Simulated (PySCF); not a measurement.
C₇H₈NOP (SMILES CC(C)c1occ(C#N)p1)

```csv
atom,x (Å),y (Å),z (Å)
C,-2.0383,0.7444,0.9200
C,-1.2633,0.2942,-0.3107
C,-1.7674,-1.0487,-0.8451
C,0.2063,0.2379,-0.0411
O,0.9659,-0.0363,-1.1237
C,2.2677,-0.0956,-0.8443
C,2.5766,0.1270,0.4664
C,3.8989,0.1114,0.9798
N,4.9729,0.0995,1.4185
P,1.0822,0.4417,1.4214
H,-1.9232,0.0220,1.7444
H,-1.6960,1.7268,1.2786
H,-3.1107,0.8205,0.6895
H,-1.4015,1.0493,-1.1080
H,-1.6553,-1.8338,-0.0810
H,-2.8323,-0.9791,-1.1128
H,-1.2080,-1.3582,-1.7393
H,2.9205,-0.3121,-1.6887
```

Geometry: PBE0-D3(BJ)/def2-SVP.

All numbers below come from CAM-B3LYP/def2-SVPD, SCF density, gas phase (PySCF 2.14.0).

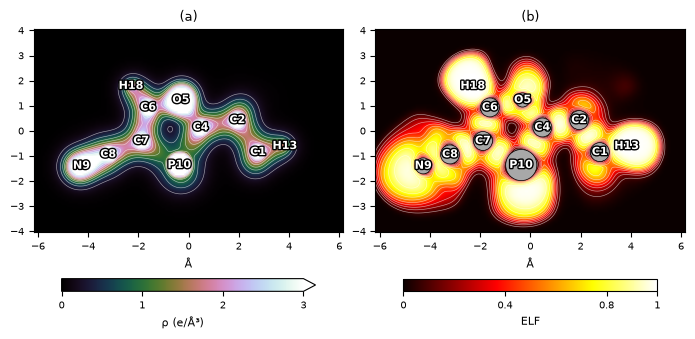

Figure 1. (a) total electron density; (b) ELF on the plane of atoms C2, C4 and O5. Grey discs cover the atomic cores in the ELF map.

What does the map show?

- Atoms in the plane: C, O, N, P and H.
- C–N (1.16 Å): ρ at the midpoint is about 3.5 e/Å³; the ELF peaks at about 0.85 between the atoms: a short, multiple covalent bond.
- C–O (1.33 Å): ρ at the midpoint is about 2.5 e/Å³; the ELF peaks at about 0.90 between the atoms, as expected for a shared but strongly polarised pair.
- C–C (1.36 Å): the density is about 2.2 e/Å³ at the midpoint; the ELF peaks at about 0.95 between the atoms, as expected for localised, covalent bonding.
- C–P (1.72 Å): ρ is about 1.3 e/Å³ halfway; the ELF peaks at about 0.95 between the atoms (localised, covalent bonding).
- C–H (1.09 Å): ρ at the midpoint is about 2.1 e/Å³; the ELF climbs to about 1 towards the hydrogen, as it does in any bond to H (an ordinary covalent bond to hydrogen).
- The ELF also peaks beside P10, N9 and O5, away from the bonds: lone-pair regions.

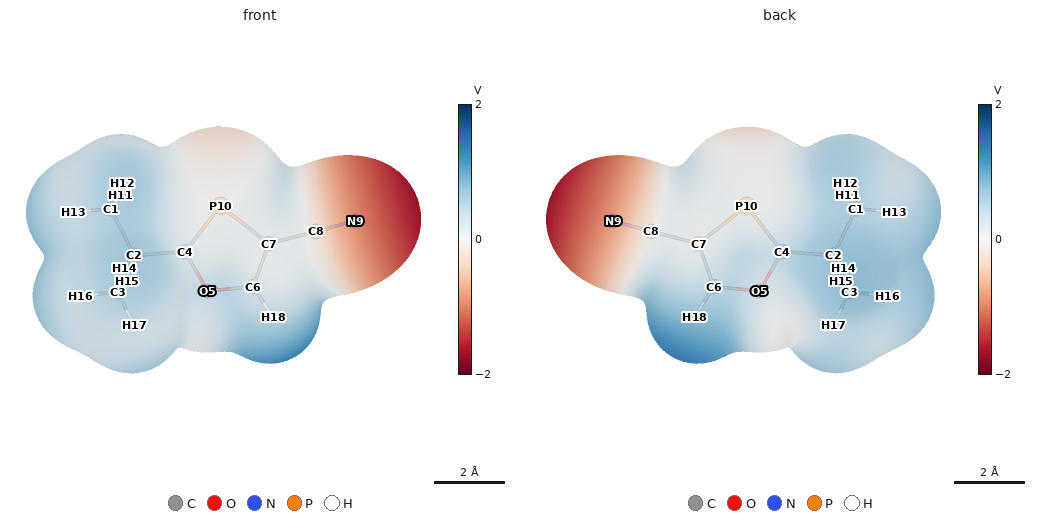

Figure 2. The electrostatic potential painted on the density surface at 0.001 e/bohr³, seen from the front and from behind; red is negative and blue positive.

Describe the electrostatic potential map.

The most negative region (about −1.7 V) lies over N9, the most positive (about +1.3 V) over H18. N9 is the likeliest acceptor of a hydrogen bond.

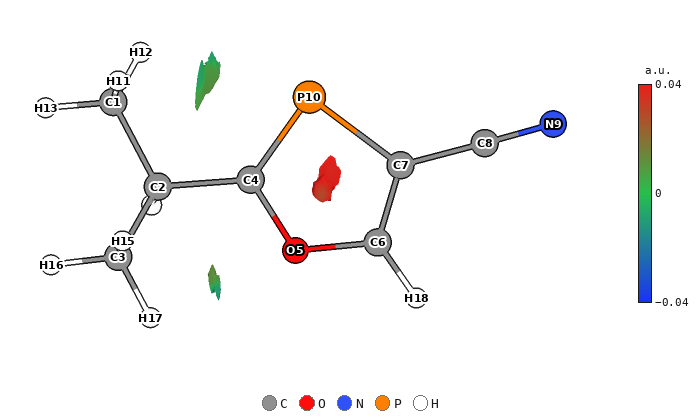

Figure 3. Non-covalent interaction (NCI) plot: the surface where the reduced density gradient is 0.5, for densities under 0.05 a.u., coloured by sign(λ₂)ρ; seen across its widest extent.

Which non-covalent interactions does the plot reveal?

- Between H12 and C1 on one side and P10 and C4 on the other: a weak contact (green)
- Near H17, O5 and C3: mostly steric crowding (olive to red)
- Inside the ring or cage of C4, O5, C6, C7 and P10: steric crowding (red)
